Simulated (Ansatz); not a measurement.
Fluorite PbF2 (high-temperature phase), treated with LDA (Ansatz, a quantum-chemistry and plane-wave program, plane waves, PAW).

Settings: plane-wave cutoff 520 eV, 10×10×10 k mesh, Fermi–Dirac smearing 0.01 eV, scalar-relativistic PAW data made under PBE.

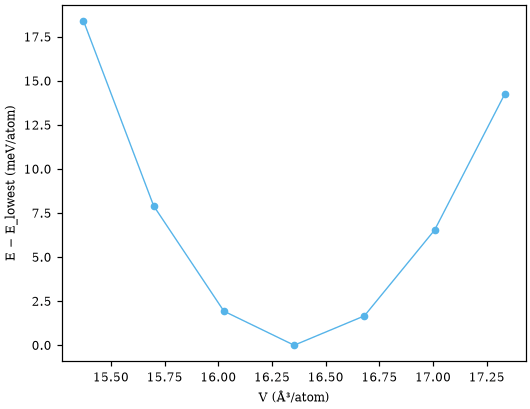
Fig. 1. Total energy against volume

Task: From the curve, estimate the equilibrium volume and the bulk modulus.

Result: V0 ≈ 16.4 Å³/atom and B0 ≈ 88 GPa; the fit gives V0 = 16.359 Å³/atom, B0 = 87.9 GPa, B′ = 4.8.

Measured, for comparison: bulk modulus 64 GPa, equilibrium volume per atom 17.46 Å³/atom (temperature not stated, no zero-point or thermal correction; as tabulated in Cadelano and Cappellini (2011), arXiv:1107.5962). Computed (rounded) less measured: bulk modulus +37 %, equilibrium volume per atom -6.3 %.

Spin–orbit coupling is not included; it can shift volumes and moduli of such heavy elements.

Computing time: about 27 core-seconds (a rough figure).
